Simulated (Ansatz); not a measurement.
## What a change does: single-point calculation on C2H10BNSi

System: C2H10BNSi.
Method of run 1: RKS PBE0-D4/def2-TZVPP (Ansatz 0.2.0).

The geometry comes from this level: PBE0-D4/def2-TZVP. Text and figures count atoms from 1; the logs count them from 0 in places.

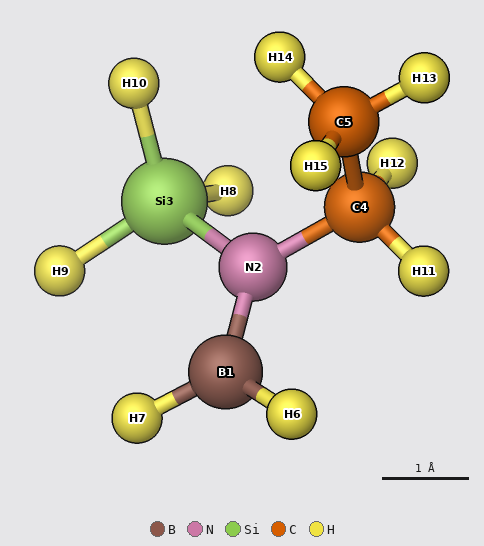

**Figure 1.** The structure as given in the input (ball-and-stick view, seen at a tilt; atoms are numbered from 1 in the order of the input). Bond lengths as drawn: B–H 1.20 Å, B–N 1.40 Å, C–C 1.52 Å, C–H 1.09 to 1.10 Å, C–N 1.47 Å, H–Si 1.48 to 1.49 Å and N–Si 1.75 Å.

### Input file, run 1
```yaml
crystal:
  periodic: [false, false, false]
  atoms:
    - {symbol: B, position_ang: [0.978524, 1.611722, -0.041399]}
    - {symbol: N, position_ang: [0.565407, 0.284719, 0.089125]}
    - {symbol: Si, position_ang: [0.914503, -0.671648, 1.511912]}
    - {symbol: C, position_ang: [-0.178188, -0.383103, -0.984293]}
    - {symbol: C, position_ang: [-1.680350, -0.268367, -0.809146]}
    - {symbol: H, position_ang: [0.741767, 2.198866, -1.061234]}
    - {symbol: H, position_ang: [1.563305, 2.140079, 0.859841]}
    - {symbol: H, position_ang: [1.755940, -1.836817, 1.124765]}
    - {symbol: H, position_ang: [1.615980, 0.173031, 2.503249]}
    - {symbol: H, position_ang: [-0.343278, -1.210704, 2.096914]}
    - {symbol: H, position_ang: [0.121949, 0.061811, -1.935809]}
    - {symbol: H, position_ang: [0.113845, -1.439433, -1.024308]}
    - {symbol: H, position_ang: [-2.201799, -0.788664, -1.616110]}
    - {symbol: H, position_ang: [-2.004559, -0.702810, 0.139163]}
    - {symbol: H, position_ang: [-1.984845, 0.780417, -0.823171]}
basis:
  gaussian: {orbitals: def2-TZVPP}
hamiltonian: {xc: pbe0, dispersion: d4}
output: {orbitals: {seedname: orbitals}}
```

Hardware: 4 CPU threads, shared host.

### Output (run 1)
```
Functional definition: PBE0
  parameter a = 0.25
  parameter kappa = 0.804
  parameter beta = 0.06672455060314922
  exchange = (1 - a)*pbe_x(kappa = kappa, mu = beta*pi^2/3) + a*exact_x
  correlation = pbe_c(beta = beta)
1565 factors; their error is unknown
mean field evaluation 1: about -12266.0735 eV, gradient 6.4e1 eV
mean field evaluation 2: about -12254.7192 eV, gradient 9.3e1 eV
mean field evaluation 4: about -12275.0497 eV, gradient 5.2e0 eV
mean field evaluation 8: about -12275.1056 eV, gradient 6.6e-2 eV
mean field evaluation 16: about -12275.1104 eV, gradient 2.0e-5 eV
mean field -12275.11039045 eV, -451.1019864804 hartree, gradient 2.0e-5 eV, S^2 0.000000; 0 other end points of the search recorded, 0 dependent functions left out
reference -12275.11042943 eV, -451.1019879128 hartree; 24, 24 occupied and 282, 282 virtual orbitals, 1565 factors
Total energy: -12275.38493501 eV, -451.1120758067 hartree
```

Run 2 used a changed input.

### The two runs side by side

| quantity | run 1 | run 2 |
| --- | --- | --- |
| outcome | converged | converged |
| total energy (hartree) | −451.112076 | −451.131777 |
| HOMO (eV) | −7.94 | −7.95 |
| LUMO (eV) | −0.17 | −0.25 |
| basis functions | 306 | 598 |
| wall time (shared host) | 4.1 s | 13 s |

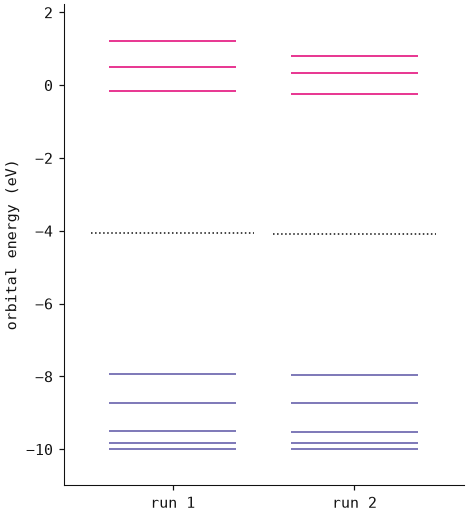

**Figure 2.** The five highest filled and three lowest empty orbital energies of the two runs; the dotted lines part filled from empty levels. The HOMO–LUMO gap is 7.77 eV in run 1 and 7.70 eV in run 2.

Which change of the input explains these differences?

The change (lines with − go, lines with + come):
```diff
-  gaussian: {orbitals: def2-TZVPP}
+  gaussian: {orbitals: "def2-QZVPP.json"}
```

The total energy of run 2 is 12.4 kcal/mol lower, which measures the change of basis and not a stability. The LUMO goes from −0.17 to −0.25 eV. The basis functions go from 306 to 598.

### Output (run 2)
```
Functional definition: PBE0
  parameter a = 0.25
  parameter kappa = 0.804
  parameter beta = 0.06672455060314922
  exchange = (1 - a)*pbe_x(kappa = kappa, mu = beta*pi^2/3) + a*exact_x
  correlation = pbe_c(beta = beta)
1731 factors; their error is unknown
mean field evaluation 1: about -12265.4413 eV, gradient 6.8e1 eV
mean field evaluation 2: about -12251.5396 eV, gradient 1.0e2 eV
mean field evaluation 4: about -12275.5692 eV, gradient 6.0e0 eV
mean field evaluation 8: about -12275.6427 eV, gradient 7.8e-2 eV
mean field evaluation 16: about -12275.6465 eV, gradient 1.6e-5 eV
mean field -12275.64646388 eV, -451.1216868157 hartree, gradient 1.6e-5 eV, S^2 0.000000; 0 other end points of the search recorded, 0 dependent functions left out
reference -12275.64651279 eV, -451.1216886132 hartree; 24, 24 occupied and 574, 574 virtual orbitals, 1731 factors
Total energy: -12275.92101837 eV, -451.1317765071 hartree
```
